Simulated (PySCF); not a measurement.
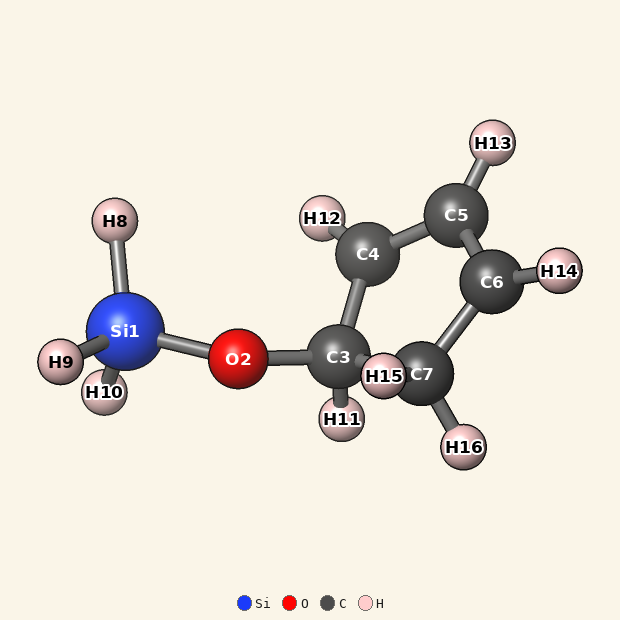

Charge 0, doublet. The geometry was computed by an optimisation with GFN2-xTB. No frequency run is at hand to confirm it as a minimum. Computed with UKS B3LYP, pcH-1 on C H O Si, non-relativistic (PySCF 2.14.0). Fermi-contact and spin-dipolar terms alone, no spin-orbit part.

> Which nucleus has the largest dipolar (anisotropic) hyperfine coupling?

13C at C6: principal values −51.9, −50.2, 102.1 MHz.

List the isotropic and dipolar parts for the most strongly coupled nuclei, one of each equivalent set.

```csv
atom,isotope,a_iso (MHz),dipolar part (MHz)
C6,13C,55.6,"−51.9, −50.2, 102.1"
C4,13C,55.1,"−51.0, −49.2, 100.1"
C5,13C,−45.3,"−27.3, 12.1, 15.1"
H14,1H,−42.3,"−25.3, −0.3, 25.6"
H12,1H,−41.5,"−25.0, −0.2, 25.2"
O2,17O,−26.6,"−7.2, 3.5, 3.7"
H16,1H,55.2,"−4.0, −1.8, 5.9"
H15,1H,60.7,"−3.7, −2.0, 5.7"
```

The geometry is semi-empirical. Around Si such bond lengths and angles can be off by a tenth of an ångström or more and by several degrees, and values that hang on the shape move with them.
